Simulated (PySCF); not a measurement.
## A study: Cl$_{2}$MoO$_{2}$, SMILES `O=[Mo](=O)(Cl)Cl`

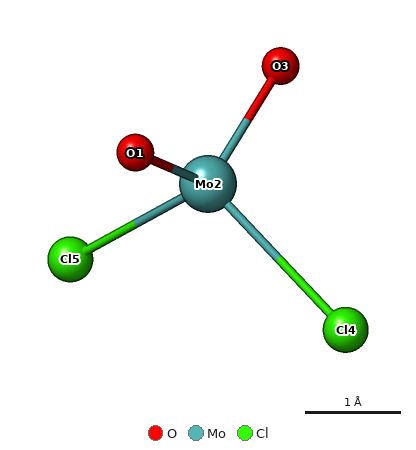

The molecule, with its atoms numbered as below. No frequency check shows the geometry to be a minimum.

Coordinates in Å:

```
O1      -0.0004    1.1724   -1.3948
Mo2      0.0000    0.3195    0.0000
O3       0.0004    1.1724    1.3948
Cl4     -1.7326   -0.9464    0.0001
Cl5      1.7326   -0.9464   -0.0001
```

## 1. Bonding charge

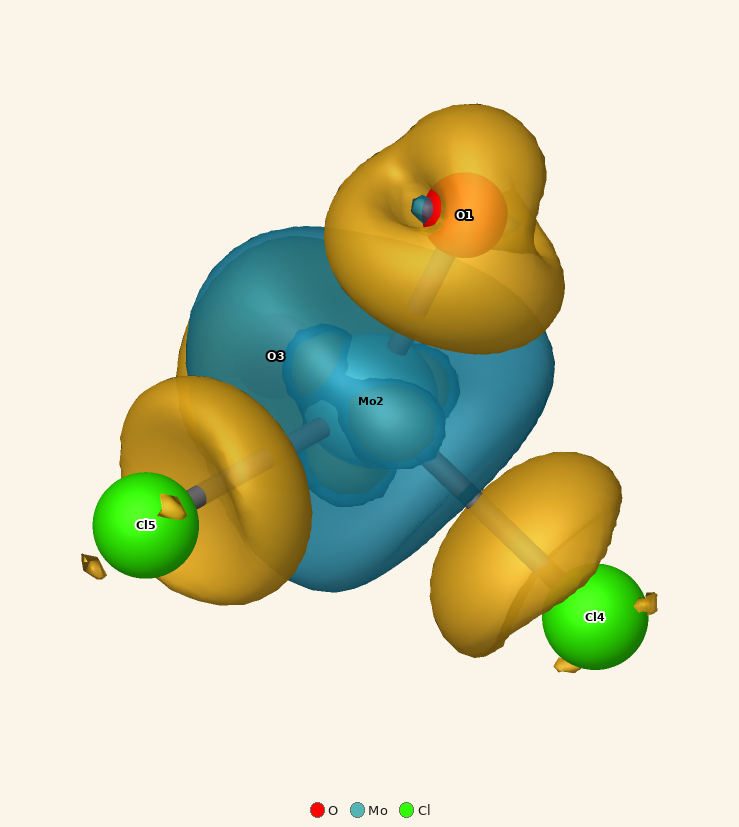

Deformation density (molecule less spherical, spin-averaged free atoms at the same positions), surfaces at ±0.06 e/Å³; yellow: gain, teal: loss.

Computed with PySCF, ωB97X/def2-TZVP, geometry: GFN2-xTB. Core potentials replace the inner electrons of Mo; spin–orbit coupling isn't included. This is a single-reference result, which may miss multireference character in this system.

Q: How much density has each bond gained at its critical point, relative to the free atoms?

A: O1–Mo2 and Mo2–O3: +0.24 e/Å³ at the bond critical point (bond length 1.64 Å, Mayer order 1.9). Mo2–Cl4 and Mo2–Cl5: +0.12 e/Å³ at the bond critical point (bond length 2.15 Å, Mayer order 1.0). In all, 1.5 electrons gather in the regions of gain relative to the promolecule. A small or negative value marks a very polar bond, one between electron-rich atoms, whose free-atom densities already overlap strongly, a long bond to a heavier atom, or a closed-shell contact such as a hydrogen bond.

## 2. Bond critical points

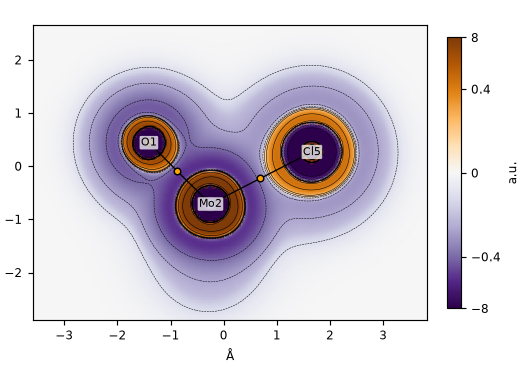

Negative Laplacian of the density (−∇²ρ) in the plane of O1, Mo2 and Cl5 (orange positive, purple negative, colour scale in a.u., logarithmic beyond ±0.04), with bond paths and bond critical points (dots).

Q: Sort the bonds in the plane by the sign of ∇²ρ at their critical points.

A: At none is it concentrated. Depleted (∇²ρ > 0): O1–Mo2 (+0.92 a.u., H = −0.253); Mo2–Cl5 (+0.27 a.u., H = −0.066). A positive Laplacian with negative H is typical of metal–ligand bonds.

## 3. Local ionisation energy

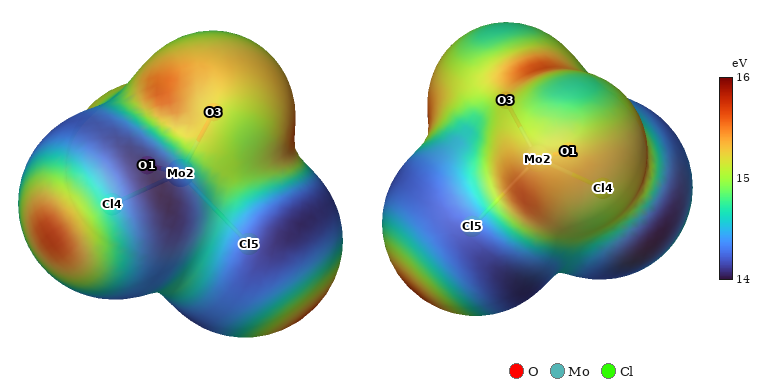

Average local ionisation energy on the surface of electron density 0.001 a.u. (back view left, front view right).

Q: Where are the most loosely bound electrons on this surface?

A: The lowest value is 14.0 eV, 2.1 Å from Cl5, and at like points elsewhere. Further minima include 14.7 eV, 1.8 Å from O3, and at like points elsewhere. For comparison, the highest occupied orbital lies at −12.3 eV.

Q: What volume does the surface enclose, and what is the dipole moment?

A: About 119 Å³; the dipole moment is 1.2 D.

## 4. Excited states

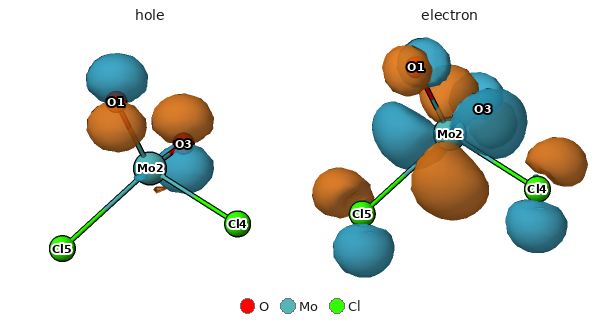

Leading natural transition orbital pair of S₁ (TDA singlet states); the surfaces enclose about 70 % of each orbital's density.

Level of theory: PBE0/def2-TZVP (PySCF), at a geometry from GFN2-xTB. Core potentials replace the inner electrons of Mo; spin–orbit coupling isn't included. This is a single-reference result, which may miss multireference character in this system. Without diffuse functions Rydberg states are missing, so the states' numbers hold for this basis only.

Q: Characterise the state.

A: 4.46 eV (278 nm), f = 0.004, ligand-to-metal charge transfer; the leading pair carries 97 %; hole on O1 and O3 (43 % each) and Mo2 (12 %), electron on Mo2 (56 %), Cl4 and Cl5 (14 % each) and O1 and O3 (8 % each); their centroids lie 1.1 Å apart. In canonical orbitals it is mainly HOMO → LUMO (94 %). The HOMO–LUMO gap is 6.17 eV.

## 5. In an electric field

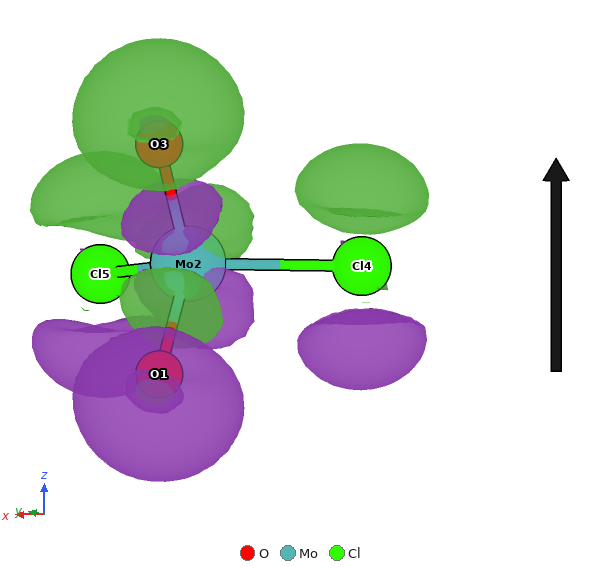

Change of the electron density in a uniform field of 0.41 V/Å along +z (arrow), surfaces at ±0.003 e/Å³ (purple: gain, green: loss).

Method: BLYP/def2-SVPD; geometry: GFN2-xTB; program: PySCF. Core potentials replace the inner electrons of Mo; spin–orbit coupling isn't included. This is a single-reference result, which may miss multireference character in this system.

Q: How large is the response?

A: The induced dipole is 1.28 D (along the field); α along this axis, from the fields in both directions, is 63 bohr³ (9.3 Å³).

Q: Which atoms gain and lose the most charge?

A: Electrons gather most on O1 (Hirshfeld charge changes by −0.035 e) and leave O3 most (+0.035 e); 0.104 electrons are displaced in all.

## 6. Removing or adding an electron

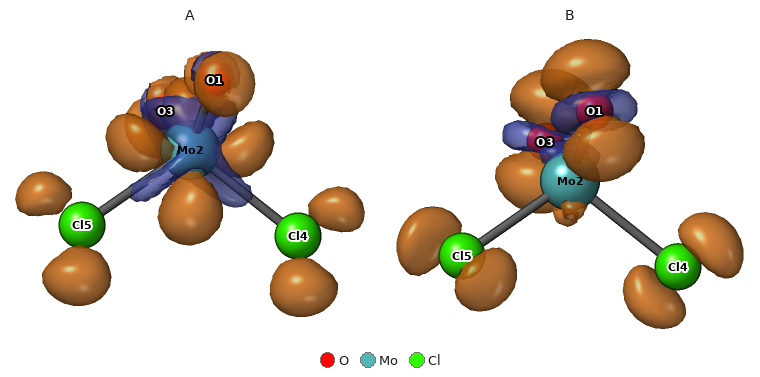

The two Fukui functions at ±0.03 e/Å³ (orange positive, blue negative).

Computed with PySCF, BP86/def2-TZVP, geometry: GFN2-xTB. Core potentials replace the inner electrons of Mo; spin–orbit coupling isn't included. This is a single-reference result, which may miss multireference character in this system.

Q: Which panel is f⁻ (electron removed) and which f⁺ (electron added)?

A: A is f⁺, B is f⁻. f⁻ (Hirshfeld-condensed) is largest on Cl4 and Cl5 (0.23 each), O1 and O3 (0.20 each) and Mo2 (0.14); the vertical ionisation energy is 11.49 eV (the stability of the cation's solution wasn't checked). f⁺ (Hirshfeld-condensed) is largest on Mo2 (0.26) and Cl4 and Cl5 (0.23 each); the vertical electron affinity is 1.40 eV (the stability of the anion's solution wasn't checked; the anion's highest orbital has positive energy, so this value and f⁺ depend on the basis).

Q: What chemical potential and hardness follow from the two energies?

A: μ = −(I + A)/2 = −6.44 eV and η = I − A = 10.09 eV.
